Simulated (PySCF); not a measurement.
Al(Cl)2(SeH), SMILES [Cl][Al]([Cl])[SeH] (HAlCl2Se) at its B3LYP/def2-SVP optimised geometry (Å):

```
5

Al     0.0580     0.5719     0.0000
Cl    -1.8093     1.5282    -0.0020
Cl     1.8093     1.7320     0.0019
Se     0.1285    -1.7320     0.0000
H      1.6057    -1.7320     0.0000
```

Computed with B3LYP/def2-TZVP (PySCF). Cells within 0.4 Å of a nucleus heavier than hydrogen are left out (blank, or x).

Map of the electron localisation function on the plane z = 0.0 Å:

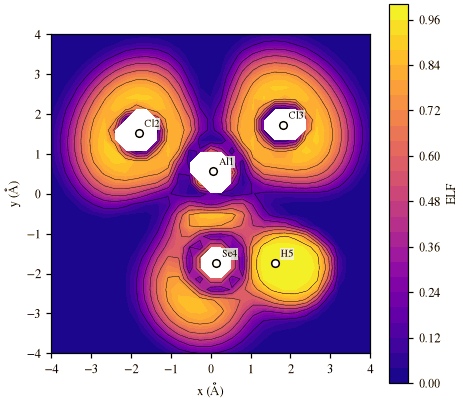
Figure. Electron localisation function on the plane z = 0.0 Å.
